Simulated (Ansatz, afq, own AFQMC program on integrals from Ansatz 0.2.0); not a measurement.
# GeNH+ (doublet): quantum Monte Carlo beside coupled cluster, cc-pVDZ

Aim: compute GeNH+ (doublet) with auxiliary-field quantum Monte Carlo on the same integrals as coupled cluster, and set the energies side by side.

Computed with Ansatz 0.2.0, Gaussian basis, and an in-house AFQMC program (afq) on its integrals; all values are calculated. Level: cc-pVDZ, frozen cores.

Plan: PBE (unrestricted); r2SCAN (unrestricted); PBE0 (unrestricted); B3LYP (unrestricted); wB97M-V (unrestricted); B2PLYP (unrestricted); CCSD(T) on UHF; CCSDT(Q) on UHF; Phaseless AFQMC, CISD trial on UHF; Phaseless AFQMC, single-determinant trial on UHF; Free-projection AFQMC, CISD trial on UHF; Phaseless AFQMC, CISD trial on UHF.

3 further runs of the same task are left out: 3 that didn't finish.

### 1 What is computed

The geometry is a PBE0/def2-TZVP stationary point (not a proven minimum) of the parent state, kept for this charge and spin. No spin-orbit coupling is included. The filled d shell of Ge may be among the frozen orbitals whatever the setting's name suggests; the logs give the count.

3 atoms, charge 1, spin multiplicity 2.

Atoms are counted from 1 here; the program's logs count them from 0.

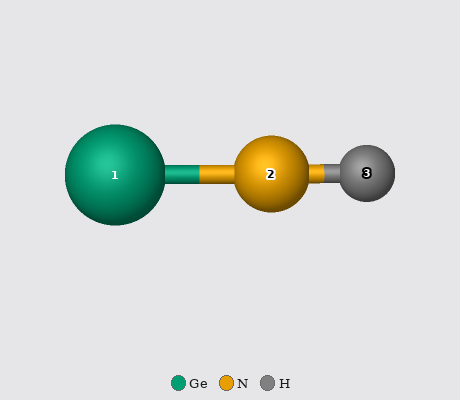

The geometry (germanium teal, nitrogen amber, hydrogen grey); atoms are numbered from 1 in the order of the file.

### 2 PBE (unrestricted)

in.yaml

```yaml
crystal:
  periodic: [false, false, false]
  atoms:
    - {symbol: Ge, position_ang: [0.000000, 0.000000, 1.430501]}
    - {symbol: N, position_ang: [0.000000, 0.000000, -0.213910]}
    - {symbol: H, position_ang: [0.000000, 0.000000, -1.216591]}
basis:
  gaussian: {orbitals: cc-pVDZ}
total_charge: 1
magnetization: {spin_polarized: true, initial_magnetization: 1}
hamiltonian: {xc: {name: PBE}}
output: {orbitals: {seedname: orbitals}}
```

Launch:

```console
$ ansatz run in.yaml --threads 1 --pin off --events-out ev --progress --plain --max-ram 1843MiB
```

The program printed:

```text
Functional definition: PBE
  name "PBE"
  cite "Perdew, Burke & Ernzerhof, Phys. Rev. Lett. 77, 3865 (1996) doi:10.1103/PhysRevLett.77.3865"
  parent pbe
  parameter kappa = 0.804
  parameter beta = 0.06672455060314922
  exchange = pbe_x(kappa = kappa, mu = beta*pi^2/3)
  correlation = pbe_c(beta = beta)
509 factors; integrals over basis functions are off by at most 1.3e-3 eV
mean field evaluation 1: about -57966.1696 eV, gradient 8.3e1 eV
mean field evaluation 2: about -57796.9374 eV, gradient 1.3e2 eV
mean field evaluation 4: about -57994.7729 eV, gradient 3.4e1 eV
mean field evaluation 8: about -58002.7663 eV, gradient 5.1e-2 eV
mean field evaluation 16: about -58002.7651 eV, gradient 1.9e-5 eV
mean field evaluation 32: about -58001.4003 eV, gradient 8.5e-3 eV
mean field evaluation 64: about -58002.2810 eV, gradient 7.3e0 eV
mean field -58002.76506215 eV, -2131.5623003479 hartree, gradient 1.4e-5 eV, S^2 0.754358; 8 other end points of the search recorded, 0 dependent functions left out
reference -58002.76508717 eV, -2131.5623012671 hartree; 20, 19 occupied and 26, 27 virtual orbitals, 509 factors
Total energy: -58002.76508717 eV, -2131.5623012671 hartree
```

Wall time 4.6 s (1 thread of Arm Neoverse V1, shared host); peak memory 0.28 GiB.

From the report: ⟨S²⟩ of the determinant 0.754 (pure doublet: 0.75).

### 3 r2SCAN (unrestricted)

in.yaml: that of step 2 with these lines changed.

```diff
@@ -10,3 +10,2 @@
 magnetization: {spin_polarized: true, initial_magnetization: 1}
-hamiltonian: {xc: {name: PBE}}
-output: {orbitals: {seedname: orbitals}}
+hamiltonian: {xc: {name: r2SCAN}}
```

Same command.

The program printed:

```text
Functional definition: r2SCAN
  name "r2SCAN"
  cite "Furness, Kaplan, Ning, Perdew & Sun, J. Phys. Chem. Lett. 11, 8208 (2020) doi:10.1021/acs.jpclett.0c02405"
  cite "Furness, Kaplan, Ning, Perdew & Sun, J. Phys. Chem. Lett. 11, 9248 (2020) doi:10.1021/acs.jpclett.0c03077"
  parent r2scan
  parameter k0 = 0.174
  parameter k1 = 0.065
  parameter a1 = 4.9479
  exchange = r2scan_x(k0 = k0, k1 = k1, a1 = a1)
  correlation = r2scan_c
509 factors; integrals over basis functions are off by at most 1.3e-3 eV
mean field evaluation 1: about -57979.5232 eV, gradient 7.8e1 eV
mean field evaluation 2: about -57827.2639 eV, gradient 1.3e2 eV
mean field evaluation 4: about -58004.0511 eV, gradient 3.4e1 eV
mean field evaluation 8: about -58011.8860 eV, gradient 1.3e-1 eV
mean field evaluation 16: about -58011.8880 eV, gradient 3.2e-4 eV
mean field evaluation 32: about -58010.3619 eV, gradient 4.1e-2 eV
mean field -58011.88801110 eV, -2131.8975625380 hartree, gradient 2.0e-5 eV, S^2 0.757816; 5 other end points of the search recorded, 0 dependent functions left out
reference -58011.88801991 eV, -2131.8975628619 hartree; 20, 19 occupied and 26, 27 virtual orbitals, 509 factors
Total energy: -58011.88801991 eV, -2131.8975628619 hartree
```

Run time: 9.5 s. Hardware: 1 thread of Arm Neoverse V1, shared host; peak memory 0.28 GiB.

From the report: ⟨S²⟩ of the determinant 0.758 (pure doublet: 0.75).

### 4 PBE0 (unrestricted)

in.yaml: that of step 3 with these lines changed.

```diff
@@ -10,2 +10,3 @@
 magnetization: {spin_polarized: true, initial_magnetization: 1}
-hamiltonian: {xc: {name: r2SCAN}}
+hamiltonian: {xc: {name: PBE0}}
+output: {orbitals: {seedname: orbitals}}
```

The command is unchanged.

The program printed:

```text
Functional definition: PBE0
  name "PBE0"
  cite "Adamo & Barone, J. Chem. Phys. 110, 6158 (1999) doi:10.1063/1.478522"
  cite "Perdew, Burke & Ernzerhof, Phys. Rev. Lett. 77, 3865 (1996) doi:10.1103/PhysRevLett.77.3865"
  parent pbe
  parameter a = 0.25
  parameter kappa = 0.804
  parameter beta = 0.06672455060314922
  exchange = (1 - a)*pbe_x(kappa = kappa, mu = beta*pi^2/3) + a*exact_x
  correlation = pbe_c(beta = beta)
509 factors; integrals over basis functions are off by at most 1.3e-3 eV
mean field evaluation 1: about -57975.0448 eV, gradient 7.4e1 eV
mean field evaluation 2: about -57842.5749 eV, gradient 1.2e2 eV
mean field evaluation 4: about -58000.5034 eV, gradient 2.3e1 eV
mean field evaluation 8: about -58004.2229 eV, gradient 4.6e-1 eV
mean field evaluation 16: about -58004.2264 eV, gradient 1.1e-3 eV
mean field evaluation 32: about -58002.5603 eV, gradient 2.0e-5 eV
mean field -58004.22636105 eV, -2131.6160020917 hartree, gradient 1.9e-5 eV, S^2 0.755713; 4 other end points of the search recorded, 0 dependent functions left out
reference -58004.22638004 eV, -2131.6160027898 hartree; 20, 19 occupied and 26, 27 virtual orbitals, 509 factors
Total energy: -58004.22638004 eV, -2131.6160027898 hartree
```

It took 4.1 s on 1 thread of Arm Neoverse V1, shared host; peak memory 0.28 GiB.

From the report: ⟨S²⟩ of the determinant 0.756 (pure doublet: 0.75).

### 5 B3LYP (unrestricted)

in.yaml: that of step 4 with these lines changed.

```diff
@@ -10,3 +10,2 @@
 magnetization: {spin_polarized: true, initial_magnetization: 1}
-hamiltonian: {xc: {name: PBE0}}
-output: {orbitals: {seedname: orbitals}}
+hamiltonian: {xc: {name: B3LYP}}
```

The command is unchanged.

The program printed:

```text
Functional definition: B3LYP
  name "B3LYP"
  cite "Stephens, Devlin, Chabalowski & Frisch, J. Phys. Chem. 98, 11623 (1994) doi:10.1021/j100096a001"
  cite "Becke, Phys. Rev. A 38, 3098 (1988) doi:10.1103/PhysRevA.38.3098"
  cite "Lee, Yang & Parr, Phys. Rev. B 37, 785 (1988) doi:10.1103/PhysRevB.37.785"
  cite "Vosko, Wilk & Nusair, Can. J. Phys. 58, 1200 (1980) doi:10.1139/p80-159"
  parameter a0 = 0.2
  parameter ax = 0.72
  parameter ac = 0.81
  exchange = (1 - a0 - ax)*slater_x + ax*b88_x + a0*exact_x
  correlation = (1 - ac)*vwn_rpa_c + ac*lyp_c
509 factors; integrals over basis functions are off by at most 1.3e-3 eV
mean field evaluation 1: about -57982.3886 eV, gradient 7.8e1 eV
mean field evaluation 2: about -57836.8972 eV, gradient 1.3e2 eV
mean field evaluation 4: about -58009.6880 eV, gradient 2.7e1 eV
mean field evaluation 8: about -58014.3772 eV, gradient 4.3e-1 eV
mean field evaluation 16: about -58014.4061 eV, gradient 4.4e-4 eV
mean field evaluation 32: about -58012.3453 eV, gradient 1.7e1 eV
mean field -58014.40613682 eV, -2131.9901019513 hartree, gradient 1.3e-5 eV, S^2 0.755036; 3 other end points of the search recorded, 0 dependent functions left out
reference -58014.40630214 eV, -2131.9901080267 hartree; 20, 19 occupied and 26, 27 virtual orbitals, 509 factors
Total energy: -58014.40630214 eV, -2131.9901080267 hartree
```

Run time: 4.2 s. Hardware: 1 thread of Arm Neoverse V1, shared host; peak memory 0.28 GiB.

From the report: ⟨S²⟩ of the determinant 0.755 (pure doublet: 0.75).

### 6 wB97M-V (unrestricted)

in.yaml: that of step 5 with these lines changed.

```diff
@@ -10,2 +10,3 @@
 magnetization: {spin_polarized: true, initial_magnetization: 1}
-hamiltonian: {xc: {name: B3LYP}}
+hamiltonian: {xc: {name: wB97M-V}}
+output: {orbitals: {seedname: orbitals}}
```

Launched as before.

The program printed:

```text
Functional definition: wB97M-V
  name "wB97M-V"
  cite "Mardirossian & Head-Gordon, J. Chem. Phys. 144, 214110 (2016) doi:10.1063/1.4952647"
  cite "Becke, J. Chem. Phys. 107, 8554 (1997) doi:10.1063/1.475007"
  cite "Vydrov & Van Voorhis, J. Chem. Phys. 133, 244103 (2010) doi:10.1063/1.3521275"
  # Of w^i u^j: cxij and so on, Table III.
  parameter omega = 0.3/bohr
  parameter cx = 0.15
  parameter cx01 = 1.007
  parameter cx10 = 0.259
  parameter css00 = 0.443
  parameter css04 = -1.437
  parameter css10 = -4.535
  parameter css20 = -3.390
  parameter css43 = 4.278
  parameter cos00 = 1.000
  parameter cos10 = 1.358
  parameter cos20 = 2.924
  parameter cos21 = -8.812
  parameter cos60 = -1.390
  parameter cos61 = 9.142
  parameter b = 6.0
  parameter c = 0.01
  gx(w, u) = 1 - cx + cx01*u + cx10*w
  gss(w, u) = css00 + css04*u^4 + css10*w + css20*w^2 + css43*w^4*u^3
  gos(w, u) = cos00 + cos10*w + (cos20 + cos21*u)*w^2 + (cos60 + cos61*u)*w^6
  exchange = spin_sum(e_x_unif_sr(omega)*gx(b97_w, b97_u_x)) + cx*exact_x_sr(omega) + exact_x_lr(omega)
  correlation = spin_sum(e_c_pw_mod_same_spin*gss(b97_w, b97_u_same))
      + integral(e_c_pw_mod_opposite_spin*gos(b97_w_opposite, b97_u_opposite)) + vv10(b, c)
509 factors; integrals over basis functions are off by at most 1.3e-3 eV
132 factors; integrals over basis functions are off by at most 6.0e-6 eV
mean field evaluation 1: about -57985.8730 eV, gradient 6.7e1 eV
mean field evaluation 2: about -57903.9262 eV, gradient 1.1e2 eV
mean field evaluation 4: about -58007.7857 eV, gradient 3.0e0 eV
mean field evaluation 8: about -58007.8644 eV, gradient 4.4e-1 eV
mean field evaluation 16: about -58007.8676 eV, gradient 7.6e-3 eV
mean field evaluation 32: about -58009.6180 eV, gradient 8.0e-1 eV
mean field -58009.64375385 eV, -2131.8150876051 hartree, gradient 1.1e-5 eV, S^2 0.755847; 3 other end points of the search recorded, 0 dependent functions left out
reference -58009.64378393 eV, -2131.8150887104 hartree; 20, 19 occupied and 26, 27 virtual orbitals, 509 factors
Total energy: -58009.64378393 eV, -2131.8150887104 hartree
```

It took 16 s on 1 thread of Arm Neoverse V1, shared host; peak memory 0.28 GiB.

From the report: ⟨S²⟩ of the determinant 0.756 (pure doublet: 0.75).

### 7 B2PLYP (unrestricted)

in.yaml: that of step 6 with these lines changed.

```diff
@@ -10,3 +10,3 @@
 magnetization: {spin_polarized: true, initial_magnetization: 1}
-hamiltonian: {xc: {name: wB97M-V}}
-output: {orbitals: {seedname: orbitals}}
+hamiltonian: {xc: {name: B2PLYP}}
+correlation: {electrons: outside_noble_gas}
```

The command is unchanged.

The program printed:

```text
Functional definition: B2PLYP
  name "B2PLYP"
  cite "Grimme, J. Chem. Phys. 124, 034108 (2006) doi:10.1063/1.2148954"
  cite "Becke, Phys. Rev. A 38, 3098 (1988) doi:10.1103/PhysRevA.38.3098"
  cite "Lee, Yang & Parr, Phys. Rev. B 37, 785 (1988) doi:10.1103/PhysRevB.37.785"
  parameter a = 0.53
  parameter c = 0.27
  exchange = (1 - a)*b88_x + a*exact_x
  correlation = (1 - c)*lyp_c + c*(mp2_os + mp2_ss)
509 factors; integrals over basis functions are off by at most 1.3e-3 eV
mean field evaluation 1: about -57974.8787 eV, gradient 6.6e1 eV
mean field evaluation 2: about -57974.8789 eV, gradient 6.6e1 eV
mean field evaluation 4: about -57993.2789 eV, gradient 2.1e1 eV
mean field evaluation 8: about -57996.6474 eV, gradient 3.2e-1 eV
mean field evaluation 16: about -57996.6626 eV, gradient 2.6e-3 eV
mean field evaluation 32: about -57998.7799 eV, gradient 1.5e-6 eV
mean field evaluation 64: about -57949.6283 eV, gradient 2.6e1 eV
mean field -57998.77988529 eV, -2131.4158477992 hartree, gradient 1.5e-6 eV, S^2 0.758302; 2 other end points of the search recorded, 0 dependent functions left out
15 core orbitals not correlated: weight in the atoms' cores, before any rotation towards them, 0.992 or more for the frozen orbitals, at most 0.008 for the correlated occupied ones
reference -57998.77999063 eV, -2131.4158516708 hartree; 5, 4 occupied and 26, 27 virtual orbitals, 509 factors
second order -6.35193188 eV of doubles, -0.00000000 eV of singles
Total energy: -58000.49501224 eV, -2131.4788775524 hartree
```

Run time: 4.9 s. Hardware: 1 thread of Arm Neoverse V1, shared host; peak memory 0.28 GiB.

From the report: ⟨S²⟩ of the determinant 0.758 (pure doublet: 0.75).

### 8 CCSD(T) on UHF

in.yaml: that of step 7 with these lines changed.

```diff
@@ -10,3 +10,2 @@
 magnetization: {spin_polarized: true, initial_magnetization: 1}
-hamiltonian: {xc: {name: B2PLYP}}
-correlation: {electrons: outside_noble_gas}
+correlation: {method: ccsd_t, electrons: outside_noble_gas, hamiltonian_folder: ham}
```

Same command.

The program printed:

```text
Functional definition: HF
  name "HF"
  cite "Fock, Z. Phys. 61, 126 (1930) doi:10.1007/BF01340294"
  parent pbe
  exchange = exact_x
  correlation = 0
509 factors; integrals over basis functions are off by at most 1.3e-3 eV
mean field evaluation 1: about -57945.3028 eV, gradient 5.1e1 eV
mean field evaluation 2: about -57945.3047 eV, gradient 5.1e1 eV
mean field evaluation 4: about -57957.6673 eV, gradient 1.2e1 eV
mean field evaluation 8: about -57958.8792 eV, gradient 9.7e-1 eV
mean field evaluation 16: about -57959.3034 eV, gradient 3.3e-3 eV
mean field evaluation 32: about -57945.3028 eV, gradient 5.1e1 eV
mean field evaluation 64: about -57958.6502 eV, gradient 4.8e-1 eV
mean field evaluation 96: about -57958.5654 eV, gradient 1.2e0 eV
mean field evaluation 128: about -57961.3580 eV, gradient 1.1e-1 eV
mean field evaluation 160: about -57959.3034 eV, gradient 2.9e-2 eV
mean field evaluation 192: about -57956.8150 eV, gradient 2.3e0 eV
mean field evaluation 224: about -57961.3578 eV, gradient 1.0e-3 eV
mean field evaluation 256: about -57948.5992 eV, gradient 3.0e-3 eV
mean field evaluation 288: about -57958.5832 eV, gradient 8.4e-1 eV
mean field evaluation 320: about -57958.7003 eV, gradient 4.6e-1 eV
mean field evaluation 352: about -57958.6767 eV, gradient 2.6e-1 eV
mean field evaluation 384: about -57956.8689 eV, gradient 4.1e-4 eV
mean field evaluation 416: about -57961.3578 eV, gradient 4.7e-4 eV
mean field evaluation 448: about -57956.6849 eV, gradient 1.2e-1 eV
mean field evaluation 480: about -57955.5176 eV, gradient 7.1e0 eV
mean field evaluation 512: about -57954.3839 eV, gradient 2.7e-1 eV
mean field evaluation 544: about -57954.7350 eV, gradient 1.4e1 eV
mean field evaluation 576: about -57956.8689 eV, gradient 4.5e-4 eV
mean field evaluation 608: about -57959.3034 eV, gradient 9.5e-4 eV
mean field evaluation 640: about -57955.8226 eV, gradient 8.3e-4 eV
mean field evaluation 672: about -57952.7847 eV, gradient 3.3e-3 eV
mean field evaluation 704: about -57955.4485 eV, gradient 3.8e-4 eV
mean field evaluation 736: about -57955.3342 eV, gradient 2.5e-3 eV
mean field -57961.35776246 eV, -2130.0406101512 hartree, gradient 1.6e-6 eV, S^2 0.767640; 12 other end points of the search recorded, 0 dependent functions left out
determinant -57961.35776246 eV, -2130.0406101512 hartree, with singles and doubles -57967.11058387 eV, -2130.2520224383 hartree
determinant -57959.30343125 eV, -2129.9651148714 hartree, with singles and doubles -57965.60841553 eV, -2130.1968187701 hartree
determinant -57956.86890227 eV, -2129.8756475817 hartree, with singles and doubles -57961.76669436 eV, -2130.0556381212 hartree
15 core orbitals not correlated: weight in the atoms' cores, before any rotation towards them, 0.993 or more for the frozen orbitals, at most 0.006 for the correlated occupied ones
reference -57961.35776246 eV, -2130.0406101512 hartree; 5, 4 occupied and 26, 27 virtual orbitals, 509 factors
second order -5.03162054 eV of doubles, -0.00000000 eV of singles
cycle   1  -5.75317682 eV  change   -3.6e-4 eV  update   1.1e-3
cycle   2  -5.75372977 eV  change   -5.5e-4 eV  update   8.2e-4
cycle   3  -5.75375209 eV  change   -2.2e-5 eV  update   2.6e-4
cycle   4  -5.75383480 eV  change   -8.3e-5 eV  update   1.1e-4
cycle   5  -5.75400836 eV  change   -1.7e-4 eV  update   2.7e-5
cycle   6  -5.75404769 eV  change   -3.9e-5 eV  update   1.1e-5
cycle   7  -5.75404598 eV  change    1.7e-6 eV  update   3.6e-6
perturbative correction -0.16526181 eV, -0.0060732596 hartree
Total energy: -57967.27707026 eV, -2130.2581407003 hartree
```

Wall time 12 s (1 thread of Arm Neoverse V1, shared host); peak memory 0.28 GiB.

From the report: ⟨S²⟩ of the determinant 0.768 (pure doublet: 0.75); correlation -5.9193 eV; T1 0.021; largest double amplitude 0.08.

This run also writes the integrals to the folder ham.

### 9 CCSDT(Q) on UHF

in.yaml: that of step 8 with these lines changed.

```diff
@@ -10,2 +10,2 @@
 magnetization: {spin_polarized: true, initial_magnetization: 1}
-correlation: {method: ccsd_t, electrons: outside_noble_gas, hamiltonian_folder: ham}
+correlation: {method: ccsdt_q, electrons: outside_noble_gas}
```

The command is unchanged.

The program printed:

```text
Functional definition: HF
  name "HF"
  cite "Fock, Z. Phys. 61, 126 (1930) doi:10.1007/BF01340294"
  parent pbe
  exchange = exact_x
  correlation = 0
863 factors; integrals over basis functions are off by at most 1.3e-7 eV
mean field evaluation 1: about -57945.3028 eV, gradient 5.1e1 eV
mean field evaluation 2: about -57945.3052 eV, gradient 5.1e1 eV
mean field evaluation 4: about -57957.6677 eV, gradient 1.2e1 eV
mean field evaluation 8: about -57958.8799 eV, gradient 9.7e-1 eV
mean field evaluation 16: about -57959.3036 eV, gradient 3.0e-3 eV
mean field evaluation 32: about -57945.3028 eV, gradient 5.1e1 eV
mean field evaluation 64: about -57958.2046 eV, gradient 3.4e0 eV
mean field evaluation 96: about -57958.6691 eV, gradient 2.3e-1 eV
mean field evaluation 128: about -57958.4660 eV, gradient 2.0e0 eV
mean field evaluation 160: about -57957.1181 eV, gradient 1.7e0 eV
mean field evaluation 192: about -57958.1503 eV, gradient 7.6e0 eV
mean field evaluation 224: about -57961.3580 eV, gradient 1.7e-2 eV
mean field evaluation 256: about -57946.9110 eV, gradient 2.1e1 eV
mean field evaluation 288: about -57958.6604 eV, gradient 2.1e-1 eV
mean field evaluation 320: about -57958.6561 eV, gradient 4.4e-1 eV
mean field evaluation 352: about -57958.6632 eV, gradient 7.1e-1 eV
mean field evaluation 384: about -57959.0617 eV, gradient 1.4e0 eV
mean field evaluation 416: about -57961.3565 eV, gradient 1.4e-1 eV
mean field evaluation 448: about -57955.9999 eV, gradient 9.4e0 eV
mean field evaluation 480: about -57955.2773 eV, gradient 5.2e0 eV
mean field evaluation 512: about -57953.9720 eV, gradient 4.3e0 eV
mean field evaluation 544: about -57956.8691 eV, gradient 1.8e-3 eV
mean field evaluation 576: about -57956.4077 eV, gradient 1.9e1 eV
mean field evaluation 608: about -57954.4345 eV, gradient 1.7e1 eV
mean field evaluation 640: about -57955.4485 eV, gradient 7.1e-2 eV
mean field evaluation 672: about -57955.2768 eV, gradient 2.1e0 eV
mean field -57961.35798605 eV, -2130.0406183679 hartree, gradient 1.0e-6 eV, S^2 0.767639; 11 other end points of the search recorded, 0 dependent functions left out
determinant -57961.35798605 eV, -2130.0406183679 hartree, with singles and doubles -57967.11080825 eV, -2130.2520306844 hartree
determinant -57959.30365011 eV, -2129.9651229144 hartree, with singles and doubles -57965.60863098 eV, -2130.1968266878 hartree
determinant -57956.86913403 eV, -2129.8756560987 hartree, with singles and doubles -57961.76692665 eV, -2130.0556466577 hartree
15 core orbitals not correlated: weight in the atoms' cores, before any rotation towards them, 0.993 or more for the frozen orbitals, at most 0.006 for the correlated occupied ones
reference -57961.35798605 eV, -2130.0406183679 hartree; 5, 4 occupied and 26, 27 virtual orbitals, 863 factors
second order -5.03162981 eV of doubles, -0.00000000 eV of singles
cycle   1  -5.47199589 eV  change   -4.4e-1 eV  update   8.3e-2
cycle   2  -5.75345923 eV  change   -2.8e-1 eV  update   4.0e-2
cycle   3  -5.94365644 eV  change   -1.9e-1 eV  update   2.6e-2
cycle   4  -5.93332606 eV  change    1.0e-2 eV  update   8.9e-3
cycle   5  -5.93729615 eV  change   -4.0e-3 eV  update   5.4e-3
cycle   6  -5.94401158 eV  change   -6.7e-3 eV  update   3.0e-3
cycle   7  -5.94471142 eV  change   -7.0e-4 eV  update   1.8e-3
cycle   8  -5.94518815 eV  change   -4.8e-4 eV  update   9.4e-4
cycle   9  -5.94570930 eV  change   -5.2e-4 eV  update   3.6e-4
cycle  10  -5.94550155 eV  change    2.1e-4 eV  update   1.7e-4
cycle  11  -5.94564596 eV  change   -1.4e-4 eV  update   9.2e-5
cycle  12  -5.94564024 eV  change    5.7e-6 eV  update   4.7e-5
cycle  13  -5.94564493 eV  change   -4.7e-6 eV  update   2.1e-5
cycle  14  -5.94565430 eV  change   -9.4e-6 eV  update   8.3e-6
cycle  15  -5.94564670 eV  change    7.6e-6 eV  update   4.0e-6
cycle  16  -5.94564491 eV  change    1.8e-6 eV  update   1.8e-6
cycle  17  -5.94564423 eV  change    6.8e-7 eV  update   9.3e-7
perturbative correction -0.01608563 eV, -0.0005911360 hartree
Total energy: -57967.31971591 eV, -2130.2597078993 hartree
```

Wall time 23 s (1 thread of Arm Neoverse V1, shared host); peak memory 0.28 GiB.

From the report: ⟨S²⟩ of the determinant 0.768 (pure doublet: 0.75); correlation -5.9617 eV; T1 0.022; largest double amplitude 0.08.

[end of part 1 of 2]
